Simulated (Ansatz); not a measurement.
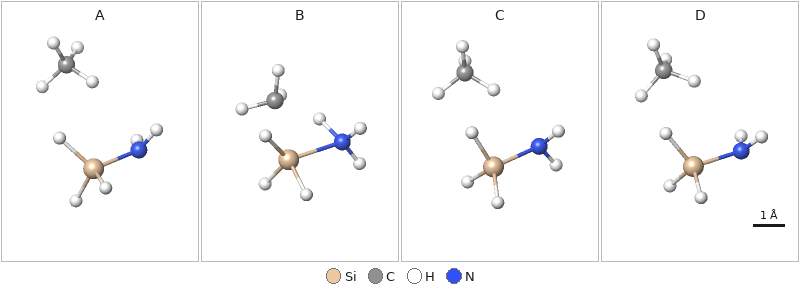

4 geometries from a converged minimum-energy path of CH₉NSi, made up at the start of CH$_{6}$Si and NH$_{3}$, shuffled. The picture is a ball-and-stick view, seen at a tilt.

All numbers below come from RKS PBE-D4/6-31G* in Ansatz 0.2.0. Settings: 9 movable images; climbing image; force threshold 0.03 eV/Å; iteration limit 60; starting path through a guess of the saddle point.

Question: Which of them lies highest in energy?

Answer: B. In order along the path, whose images run from 0 to 10: B (image 5, +1.98 eV), C (image 7, −0.42 eV), D (image 8, −0.41 eV), A (image 9, −0.41 eV). Breaking: H–N (1.03 → 2.76 Å), C–Si (1.89 → 4.20 Å). Forming: C–H (3.32 → 1.10 Å), N–Si (3.69 → 1.75 Å).

Limits of the set-up: the start holds two separate molecules, 2.4 Å apart at their closest, whose relative position is a soft coordinate.

Cost: 6.6 min on 1 thread of Intel(R) Xeon(R) CPU @ 2.60GHz (Ice Lake), with other jobs on the host, peak memory 0.12 GiB.
